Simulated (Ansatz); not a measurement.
A series of calculations on Si$_{2}$H$_{2}$O

### Relaxation

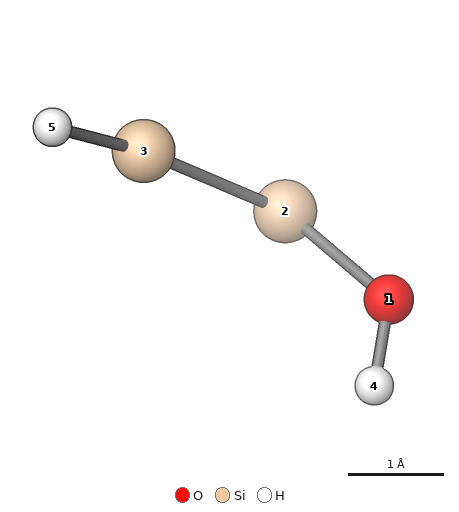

This is the input geometry for a relaxation of Si2H2O. The picture is a ball-and-stick view, seen from a free direction.

The run prepares an end point of a later path (torsion) calculation, from a guessed geometry.

Computed with RKS PBE0-D4/def2-SVP (Ansatz 0.2.0).

Input file:
```yaml
crystal:
  periodic: [false, false, false]
  atoms:
    - { symbol: O, position_ang: [-1.64645, -0.01002, -0.17229] }
    - { symbol: Si, position_ang: [-0.48207, -1.19755, 0.06332] }
    - { symbol: Si, position_ang: [1.35792, -0.09993, 0.46616] }
    - { symbol: H, position_ang: [-1.75387, 0.47069, -0.98615] }
    - { symbol: H, position_ang: [2.52446, 0.83681, 0.62897] }
basis:
  gaussian: { orbitals: def2-SVP }
hamiltonian:
  xc: pbe0
  dispersion: d4
relax:
  f_tol: 0.015
  max_steps: 40
```

Launched with:
```bash
ansatz run input.yaml --threads 1 --pin off --max-ram 2048MiB --backend cpu --events-out ev --progress --plain --runs-dir out
```

**Predict the outcome.**

H5 moves most after the best rigid fit: 1.32 Å. By element the largest moves are H 1.32 Å, Si 0.96 Å, O 0.77 Å. Some distances before and after: Si2–H5 3.674 → 1.739 Å, Si3–H5 1.505 → 1.669 Å, Si2–Si3 2.180 → 2.106 Å, O1–Si2 1.680 → 1.651 Å. Among the angles between lasting bonds that change: Si2–Si3–H5 171.0° → 53.4°, O1–Si2–Si3 104.8° → 165.9°, Si2–O1–H4 123.7° → 117.1°. Groups turn about O1–Si2 by about 160°. Over 20 accepted moves (22 points after the start) the energy falls by 1.470 eV. The largest force component goes from 1.5 to 0.0044 eV/Å. The line search rejected the trial steps at points 7, 20 of the run.

The structure at the end:

```xyz
5

O    -1.2798   -0.0780   -0.8408
Si   -0.0011   -0.4847    0.1214
Si    1.8214   -0.5561    1.1750
H    -1.9192    0.5490   -0.4810
H     1.3787    0.5698    0.0255
```

After the run, drawn alike:

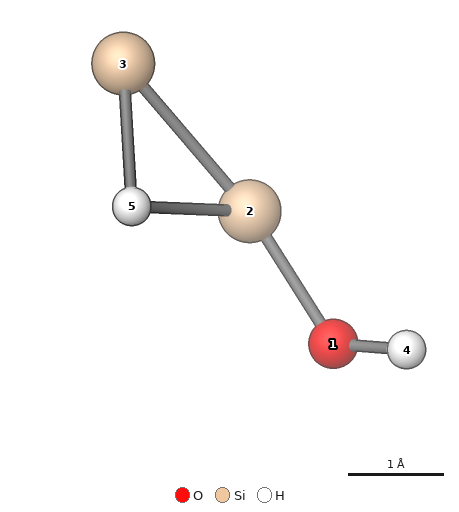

### Relaxation

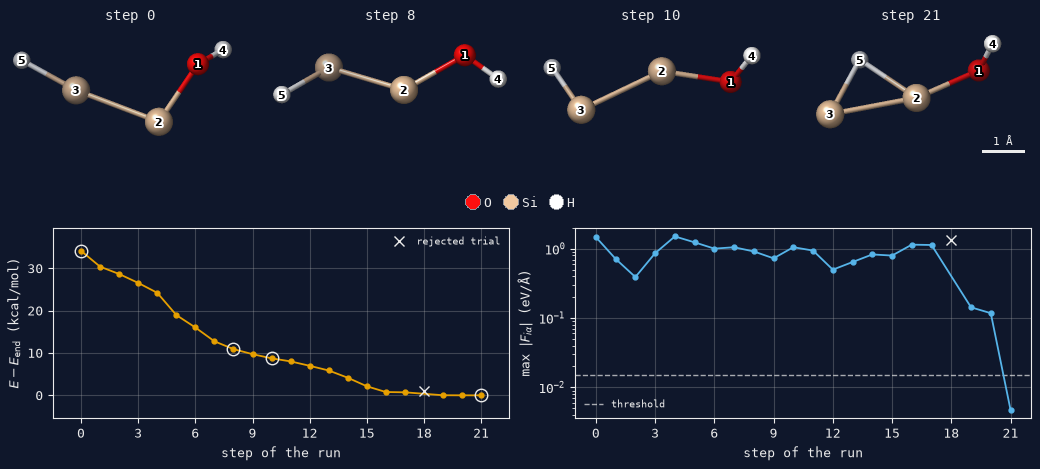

Frames of a relaxation of Si2H2O, marked on the history of the run. The picture is a ball-and-stick view, seen at a tilt.

The run prepares an end point of a later path (torsion) calculation, from a guessed geometry.

All numbers below come from Ansatz, RKS PBE0-D4/def2-SVP. Set-up: no spin polarisation; force threshold 0.015 eV/Å; at most 40 steps.

Question: Describe the path.

Answer: Over 20 accepted moves (21 points after the start) the energy falls by 34.1 kcal/mol. Largest force component: 1.5 eV/Å at the start, 0.0047 eV/Å at the end. The line search rejected the trial step at point 18 of the run. H5 moves most after the best rigid fit: 1.39 Å. By element the largest moves are H 1.39 Å, Si 0.97 Å, O 0.76 Å. Near-neighbour distances that change, for instance: Si2–H5 3.674 → 1.740 Å, Si3–H5 1.505 → 1.669 Å, Si2–Si3 2.180 → 2.107 Å, O1–Si2 1.680 → 1.651 Å. Among the angles between lasting bonds that change: Si2–Si3–H5 171.0° → 53.4°, O1–Si2–Si3 104.8° → 166.0°, Si2–O1–H4 123.7° → 117.1°. Groups turn about O1–Si2 by about 180°. From step 0 to 8: H5 moves most (0.96 Å), energy −23.2 kcal/mol. From step 8 to 10: Si and H atoms move most (0.24 Å), energy −2.18 kcal/mol. From step 10 to 21: H5 moves most (1.17 Å), energy −8.75 kcal/mol.

```
step  E − E(0), kcal/mol  largest force component, eV/Å      note
   0                0.00                         1.4746          
   1               -3.73                         0.7144          
   2               -5.47                         0.3909          
   3               -7.57                         0.8633          
   4               -9.91                         1.5082          
   5              -15.16                         1.2384          
   6              -18.11                         1.0053          
   7              -21.37                         1.0524          
   8              -23.22                         0.9148          
   9              -24.41                         0.7279          
  10              -25.40                         1.0539          
  11              -26.12                         0.9417          
  12              -27.16                         0.4995          
  13              -28.27                         0.6436          
  14              -29.98                         0.8287          
  15              -32.00                         0.7980          
  16              -33.36                         1.1465          
  17              -33.43                         1.1343          
  18              -33.12                         1.3353  rejected
  19              -34.12                         0.1429          
  20              -34.14                         0.1177          
  21              -34.15                         0.0047
```

### Path

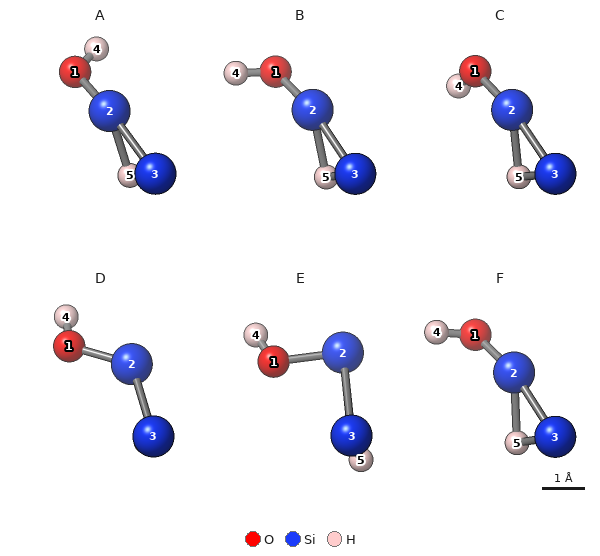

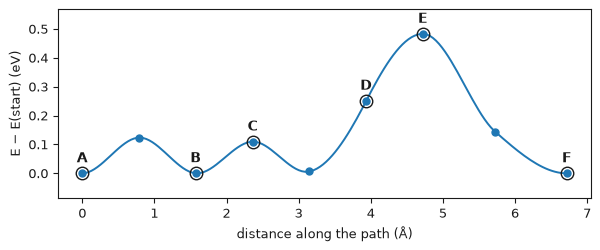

A nudged-elastic-band calculation for Si₂H₂O. Images are numbered from 0 (start) to 8 (end). Frames A to F are images 0, 2, 3, 5, 6, 8. Style: ball-and-stick. Shown from a free direction.

Method: RKS PBE0-D4/def2-SVP in Ansatz 0.2.0. Run with 7 movable images; climbing image; force threshold 0.03 eV/Å; iteration limit 60; starting path through a guess of the saddle point.

Question: Describe the mechanism and the energy profile.

Answer: The path has more than one stage, and so few images may leave a stage unresolved. No bond forms or breaks between the ends. Bond angles that change up to the highest image, for instance: O1–Si2–Si3 165.9° → 91.0°, Si2–Si3–H5 53.4° → 80.0°. The barrier is about 0.48 eV in both directions, with image 6 at the top; the ends have the same energy. The profile has 3 maxima (images 1, 3, 6) with a dip at image 2, 4 (0.00 eV, +0.01 eV), so the process runs in steps. The band converged in 42 iterations. The largest component of the band force went from 14 to 0.028 eV/Å. The climbing image converged on the top of the path. Its vibrational analysis gives one imaginary mode (103i cm⁻¹), as a transition state must have.

The run took about 6 core-minutes on a shared host.
